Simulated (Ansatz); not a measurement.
Consider Ga6H18P6 (Ga6P6 wurtzite hole sphere).

Input

```
crystal:
  periodic: [false, false, false]
  atoms:
    - {symbol: P, position_ang: [-0.002979, -2.106424, -1.876970]}
    - {symbol: Ga, position_ang: [-2.110420, -1.218195, -1.079104]}
    - {symbol: Ga, position_ang: [0.002657, -2.443111, 2.017044]}
    - {symbol: P, position_ang: [-1.831456, -1.057008, 1.248429]}
    - {symbol: P, position_ang: [-1.824650, 1.050704, -1.877681]}
    - {symbol: Ga, position_ang: [-2.114915, 1.224921, 2.015489]}
    - {symbol: Ga, position_ang: [2.106885, -1.218443, -1.085420]}
    - {symbol: P, position_ang: [1.834676, -1.057299, 1.242987]}
    - {symbol: P, position_ang: [1.820076, 1.050785, -1.882214]}
    - {symbol: Ga, position_ang: [-0.001365, 2.434359, -1.085157]}
    - {symbol: Ga, position_ang: [2.120452, 1.224121, 2.010738]}
    - {symbol: P, position_ang: [0.002011, 2.117895, 1.243118]}
    - {symbol: H, position_ang: [-0.002841, -3.507064, -1.600898]}
    - {symbol: H, position_ang: [-0.005730, -2.163929, -3.307855]}
    - {symbol: H, position_ang: [-3.337130, -1.926151, -1.765380]}
    - {symbol: H, position_ang: [0.000966, -3.757392, 1.121795]}
    - {symbol: H, position_ang: [0.005058, -2.457394, 3.593863]}
    - {symbol: H, position_ang: [-3.012358, -1.740428, 1.685961]}
    - {symbol: H, position_ang: [-1.873918, 1.076169, -3.308558]}
    - {symbol: H, position_ang: [-3.038065, 1.750879, -1.603709]}
    - {symbol: H, position_ang: [-3.252786, 1.880331, 1.118532]}
    - {symbol: H, position_ang: [-2.128165, 1.235023, 3.592242]}
    - {symbol: H, position_ang: [3.331498, -1.926689, -1.775136]}
    - {symbol: H, position_ang: [3.016976, -1.739946, 1.677923]}
    - {symbol: H, position_ang: [1.866767, 1.078119, -3.313127]}
    - {symbol: H, position_ang: [3.033701, 1.751048, -1.609410]}
    - {symbol: H, position_ang: [-0.002248, 3.848913, -1.775094]}
    - {symbol: H, position_ang: [2.136599, 1.233063, 3.587501]}
    - {symbol: H, position_ang: [3.256583, 1.880068, 1.111929]}
    - {symbol: H, position_ang: [0.004142, 3.483086, 1.678185]}
basis:
  gaussian: {orbitals: def2-TZVP, fitting: {mean_field: def2-universal-jkfit}, initial_orbitals: start.molden}
hamiltonian: {xc: pbe0, dispersion: d4}
scf: {omitted_lower_state_checks: [starts]}
output: {orbitals: {seedname: orbitals}}
```

Launched as:

```sh
ansatz run in.yaml --threads 2 --pin off --events-out ev --progress --plain --max-ram 32768MiB --backend cuda --devices 0, --max-vram 18GiB
```

Geometry: PBE-D4/def2-SVP.

Computed with Ansatz, RKS PBE0-D4/def2-TZVP.

**Predict the electron density and electron localisation function between the atoms.**

Ga–P (2.35 Å): ρ is about 0.58 e/Å³ halfway; the ELF peaks at about 0.90 between the atoms; a shared electron pair.
P–H (1.43 Å): ρ is about 1.1 e/Å³ halfway; the ELF climbs to about 1 towards the hydrogen, as it does in any bond to H.
Ga–H (1.59 Å): ρ at the midpoint is about 0.92 e/Å³; the ELF climbs to about 1 towards the hydrogen.

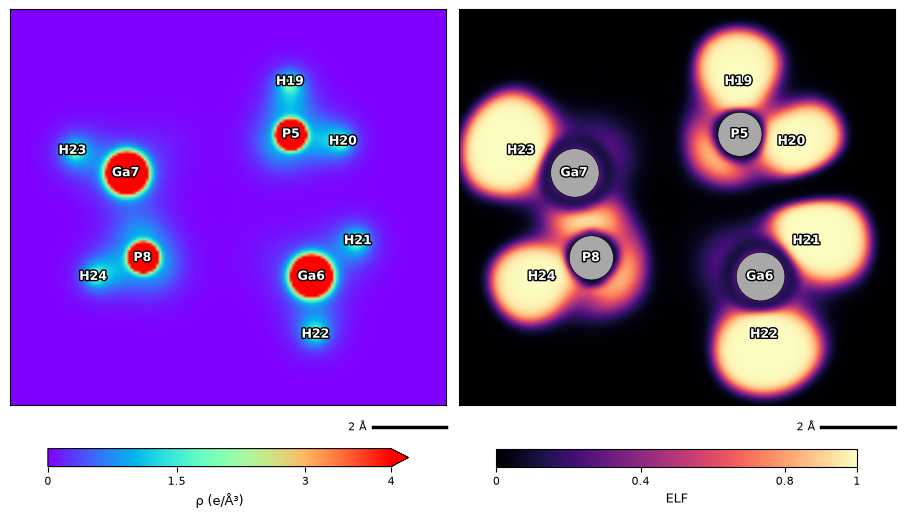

Computed electron density and electron localisation function on the plane of atoms Ga7, P8 and H24, in this order. Grey discs cover the atomic cores in the ELF map. 
